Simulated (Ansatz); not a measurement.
## Thickness series in hypothetical diamond Ni

Take Ni in the diamond structure (space group Fd-3m, No. 227; a = 5.0999 Å; ferromagnetic; a hypothetical phase, not in the database extracts checked) as the base. Axes: x, y, z lie along the cube axes.

Free-standing slabs (2 atom(s) a layer) normal to [110] with 15 Å of vacuum; in-plane cell held at bulk.

Level of theory: Ansatz (a quantum-chemistry and plane-wave program) PBE, without spin-orbit coupling.

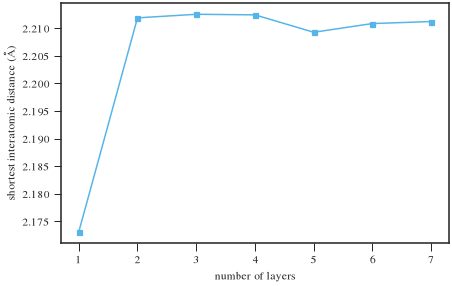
Shortest interatomic distance against number of layers

Q: From the plot, what is the shortest interatomic distance for 1 layer?

A: About 2.173 Å.

Q: Is the trend monotonic over the range shown?

A: No, it turns within the range, spanning 2.173 Å to 2.213 Å.

Other magnetic orders, which the real material may have, were not ruled out. Whether these cells are dynamically stable was not tested.
